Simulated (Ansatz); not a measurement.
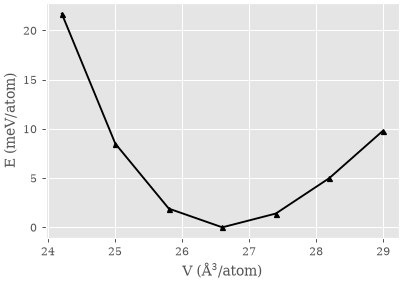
Figure: SnSe2 (CdI2 type, P-3m1) under volume change, DFT-r²SCAN+D4 in the program Ansatz with PAW potentials, shape and atoms relaxed at each volume.

Problem. What does a third-order Birch–Murnaghan fit give for V₀, B₀ and B′?

Solution. V₀ = 26.61 Å³/atom, B₀ = 21.7 GPa, B′ = 11.9.

Symmetry was held in the r²SCAN+D4 relaxation; of distortions, only those at the zone centre were tested. Spin–orbit coupling is left out wherever it is not named.

Potentials: the later of the program's two PAW sets.
